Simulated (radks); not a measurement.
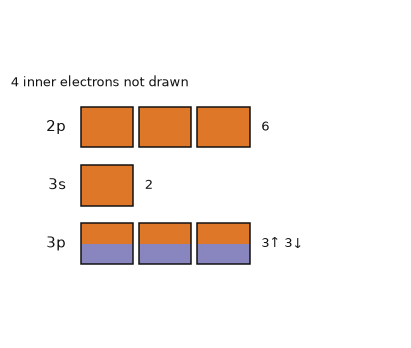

*The outer shells as the input fills them: a box for each of the 2l + 1 orbitals, shaded by the share of the shell that is filled, up spin in the upper half and down spin in the lower, with the electron count at the right.*

**Cl⁻: atomic calculation**

Cl⁻, configuration [Ne] 3s2 3p3 3p3. Level asked for: non-relativistic Kohn-Sham, SCAN, spin-polarised, spherical densities, point nucleus (radks).

### The input
```
Z 17
configuration [Ne] 3s2 3p3 3p3
relativity non-relativistic
functional scan,scan
spin polarised
nucleus point
```

Energies in input and log are in hartree, lengths in bohr.

### Output
```
1s      1   1.0000        -100.86625310
2s      1   1.0000          -9.04503108
2p      1   3.0000          -6.78378384
3s      1   1.0000          -0.44071112
3p      1   3.0000           0.00009143
1s      2   1.0000        -100.86625310
2s      2   1.0000          -9.04503108
2p      2   3.0000          -6.78378384
3s      2   1.0000          -0.44071112
3p      2   3.0000           0.00009143
Etot -460.333225375915
Ekin 459.76524457746143
Encl -1101.0180434472456
Eh 209.4147257622054
Exc -28.495152268336216
err 1.0371102802632816e-06
it 14
```

### Outcome

- outcome: not converged
- total energy: −460.333225 hartree
- kinetic energy: 459.765245 hartree
- electron–nucleus energy: −1101.0180 hartree
- Hartree energy: 209.414726 hartree
- exchange–correlation energy: −28.495152 hartree
- SCF iterations: 14
- hardware: 1 CPU thread, shared host

### What went wrong

The run did not meet its convergence test in 14 iterations, so its last values are not results.
